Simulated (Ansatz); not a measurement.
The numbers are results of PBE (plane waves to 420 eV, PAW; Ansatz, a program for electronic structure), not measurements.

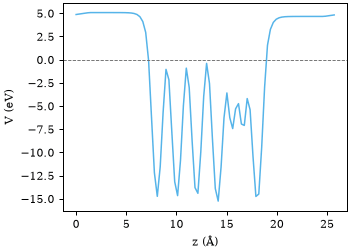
Figure: Plane-averaged electrostatic potential energy along the normal, in eV from the Fermi level, for a constructed model of the (100) surface of fcc Pd, a layer of Sn in place of the second plane (bottom of the slab: a bare face, its two planes held)

Model: 6-atom slab, 9.9 Å thick at the start (thin: gaps and levels are the slab's own), 13x13x1 mesh, Fermi-Dirac 0.1 eV, dipole correction, 2 atoms held, the rest relaxed; held to the start's symmetry, so lower structures may exist; no spin, no spin-orbit, no U. It is one candidate, not shown to be the stable structure of the face.

The vacuum level lies 4.66 eV above the Fermi level over the top face and 5.08 eV above it under the bottom face.
